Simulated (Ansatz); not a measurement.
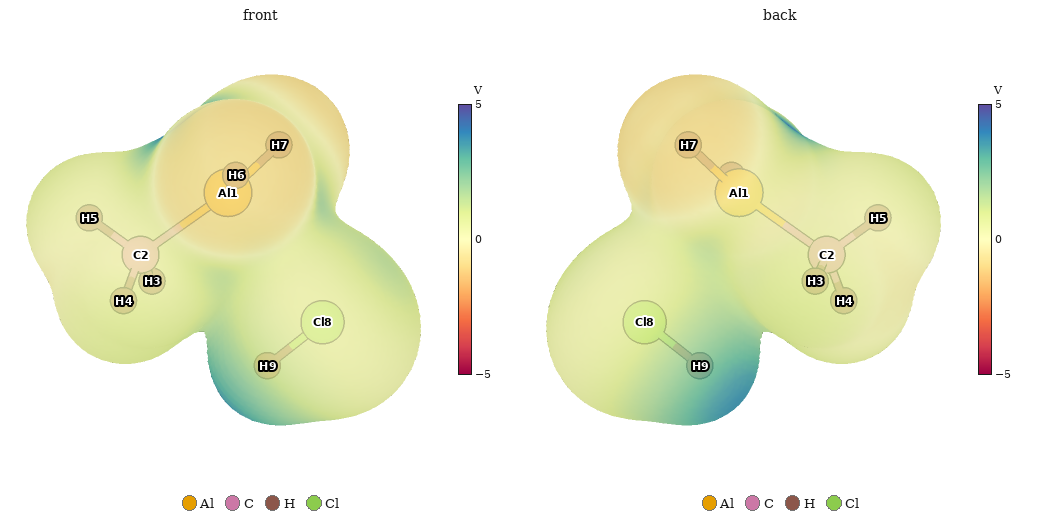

Figure. CH₅Al···HCl. The electrostatic potential painted on the density surface at 0.004 e/bohr³, seen from the front and from behind; red is negative and blue positive.

Level of theory: Ansatz 0.2.0, RKS B3LYP-D4/cc-pVDZ.

```csv
atom,x (Å),y (Å),z (Å)
Al,0.0005,0.0233,0.2435
C,0.0346,0.3031,2.2044
H,-0.9059,-0.0040,2.6969
H,0.8746,-0.2208,2.6954
H,0.1651,1.3778,2.4334
H,1.3714,-0.0965,-0.5617
H,-1.3577,0.2481,-0.5604
Cl,-0.3454,-2.7224,0.5993
H,-0.3394,-2.5968,1.8935
```

Which sites attract a positive test charge, and which a negative one?

Answer. A positive charge is drawn to the negative regions and a negative charge to the positive ones. The most negative region (about −0.8 V, or −18 kcal/mol for a unit charge) lies over H6 and H7, the most positive (about +4.0 V, or +92 kcal/mol for a unit charge) over Al1. Cl8 shows a σ-hole: about +1.6 V, or +37 kcal/mol for a unit charge at the tip opposite its bond, against about +0.3 V on its flanks.
